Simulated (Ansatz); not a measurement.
ZrO2: pressure series

Take ZrO$_{2}$ (space group P4_2/nmc, No. 137; a = 3.601 Å, c = 5.228 Å) as the base.

Cell and atoms are relaxed at each pressure.

Level of theory: DFT with r2SCAN, PAW potentials and a 500 eV plane-wave cutoff in Ansatz (an electronic-structure program), spin-orbit coupling left out.

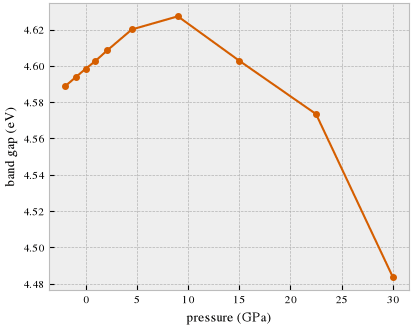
*Band gap against pressure*

Q: From the plot, what is the band gap for pressure 15 GPa?

A: About 4.60 eV.

Q: Is the trend monotonic over the range shown?

A: No, it turns within the range, spanning 4.48 eV to 4.63 eV.

Load acts through the strain it causes; cell and atoms are relaxed under it. Stability against distortions was not tested. No other phases were tried under pressure. This is not the structure that ZrO2 has at room temperature and ambient pressure.
